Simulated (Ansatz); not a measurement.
A series of calculations on BPNH$_{7}$

### Relaxation

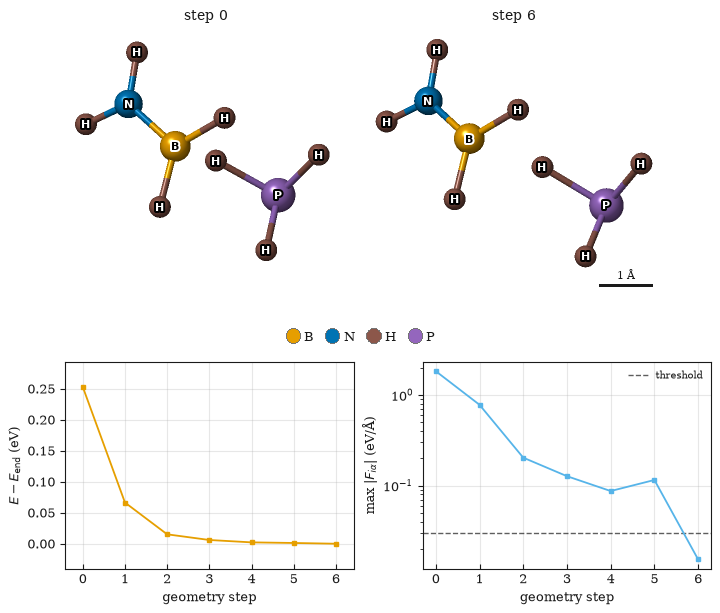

First and last geometry of a relaxation of BPNH₇, with the history of the run. A ball-and-stick model, seen from a free direction.

The run prepares an end point of a later path (reaction) calculation, from a guessed geometry.

Theory: Ansatz, RKS PBE/def2-SVP. (no spin polarisation; force threshold 0.03 eV/Å; at most 50 steps)

Read the history and describe the run.

It converged. The largest move after the best rigid fit is that of an H atom, 0.58 Å. Largest moves by element: H 0.58 Å, P 0.51 Å, B 0.38 Å, N 0.23 Å. Among the contacts that change: B–N 1.472 → 1.397 Å, H–P 1.407 → 1.441 Å, B–H 1.214 → 1.218 Å. After 6 geometry steps the energy has fallen by 0.253 eV. Largest force component: 1.8 eV/Å at the start, 0.015 eV/Å at the end. Cost: 5.5 s on 2 threads of AMD EPYC 9R14 (Zen 4), on a shared host, peak memory 0.14 GiB.

| step | E − E(0), eV | largest force component, eV/Å |
| --- | --- | --- |
| 0 | 0.0000 | 1.8355 |
| 1 | -0.1866 | 0.7804 |
| 2 | -0.2378 | 0.2033 |
| 3 | -0.2470 | 0.1268 |
| 4 | -0.2508 | 0.0869 |
| 5 | -0.2518 | 0.1152 |
| 6 | -0.2530 | 0.0153 |

### Relaxation

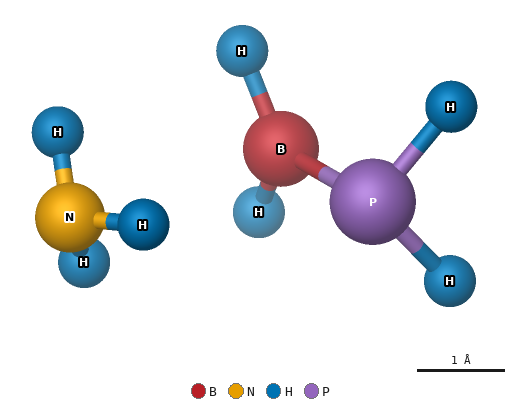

This is the input geometry for a relaxation of BPNH7. A ball-and-stick model, seen from a free direction.

The run prepares an end point of a later path (reaction) calculation, from a guessed geometry.

The calculation used Ansatz 0.2.0, RKS PBE/def2-SVP.

Input
```yaml
crystal:
  periodic: [false, false, false]
  atoms:
    - { symbol: B, position_ang: [-0.390497, -0.865728, 0.130337] }
    - { symbol: "N", position_ang: [1.565287, 1.077005, 0.833844] }
    - { symbol: H, position_ang: [0.501491, -1.630446, -0.170777] }
    - { symbol: H, position_ang: [-0.765875, -0.787192, 1.284238] }
    - { symbol: H, position_ang: [0.836537, 1.381127, 0.181949] }
    - { symbol: P, position_ang: [-1.189712, 0.262913, -1.178589] }
    - { symbol: H, position_ang: [1.999019, 0.235371, 0.44207] }
    - { symbol: H, position_ang: [1.129587, 0.814097, 1.723364] }
    - { symbol: H, position_ang: [-1.108004, -0.550029, -2.357196] }
    - { symbol: H, position_ang: [-2.577931, 0.062881, -0.88914] }
basis:
  gaussian: { orbitals: def2-SVP }
hamiltonian:
  xc: pbe
relax:
  f_tol: 0.03
  max_steps: 50
```

Command:
```bash
ansatz run input.yaml --threads 2 --pin off --max-ram 3072MiB --backend cpu --events-out ev --progress --plain --runs-dir out
```

Predict the outcome.

The energy falls by 1.179 eV in 17 accepted moves (18 points after the start). Largest force component: 0.3 eV/Å at the start, 0.015 eV/Å at the end. The line search rejected the trial step at point 10 of the run. The atom that moves furthest after the best rigid fit is H8 (0.88 Å). By element the largest moves are H 0.88 Å, N 0.76 Å, B 0.50 Å, P 0.12 Å. Among the contacts that change: B1–N2 2.845 → 1.645 Å, B1–P6 1.904 → 1.991 Å, B1–H3 1.213 → 1.229 Å, B1–H4 1.216 → 1.228 Å. New bonds form, among them: B1–N2 (2.85 → 1.64 Å). Bond angles that change, for instance: H3–B1–P6 120.8° → 109.7°, H3–B1–H4 120.2° → 113.6°, H9–P6–H10 98.2° → 93.8°. The run took 15 s on 2 threads of AMD EPYC 9R14 (Zen 4), on a shared host, peak memory 0.14 GiB.

The structure at the end:

```xyz
10

B     0.0272   -0.5882    0.0765
N     1.0186    0.5712    0.6915
H     0.7756   -1.3553   -0.5254
H    -0.5234   -1.0990    1.0479
H     1.4661    1.1077   -0.0692
P    -1.1436    0.3634   -1.2234
H     1.7619    0.1612    1.2762
H     0.5056    1.2499    1.2742
H    -1.4889   -0.7715   -2.0326
H    -2.3991    0.3606   -0.5156
```

The end point in the same view:

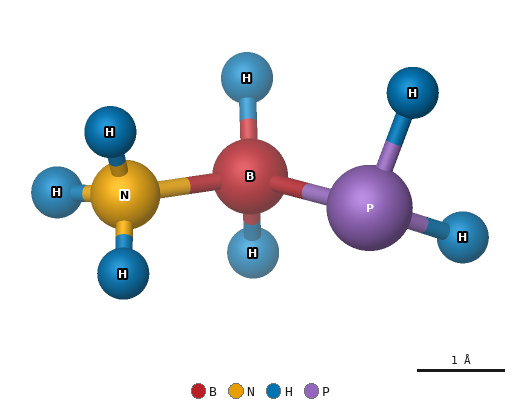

Limits of the set-up: the start holds two separate molecules, 2.5 Å apart at their closest, whose relative position is a soft coordinate and is computed without a dispersion correction.

### Path

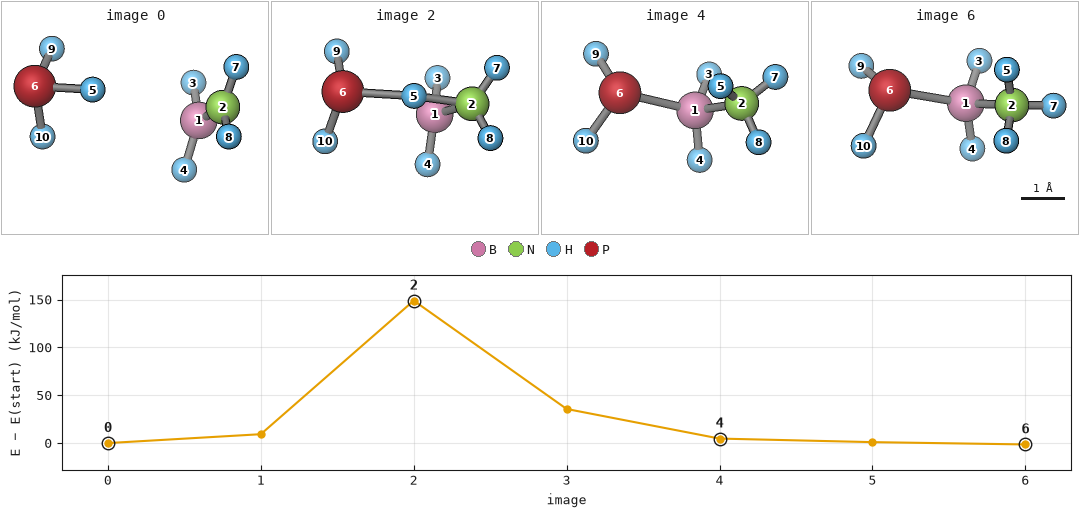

A nudged-elastic-band calculation for BPNH7, made up at the start of BNH4 and PH₃. Images are numbered from 0 (start) to 6 (end). Style: ball-and-stick. Shown from a free direction.

The calculation used RKS PBE/def2-SVP in Ansatz. Settings: 5 movable images; climbing image; force threshold 0.05 eV/Å; iteration limit 60; starting path through a guess of the saddle point.

**Describe the mechanism and the energy profile.**

Breaking: H5–P6 (1.44 → 1.71 at the top → 2.95 Å). Forming: B1–P6 (4.08 → 2.43 at the top → 1.99 Å), N2–H5 (3.10 → 1.38 at the top → 1.03 Å). The highest point, image 2, lies 148.9 kJ/mol above the start and 150.4 kJ/mol above the end; the end is at −1.4 kJ/mol relative to the start. The band is converged.

Limits of the set-up: the start holds two separate molecules, 3.1 Å apart at their closest, whose relative position is a soft coordinate and is computed without a dispersion correction.
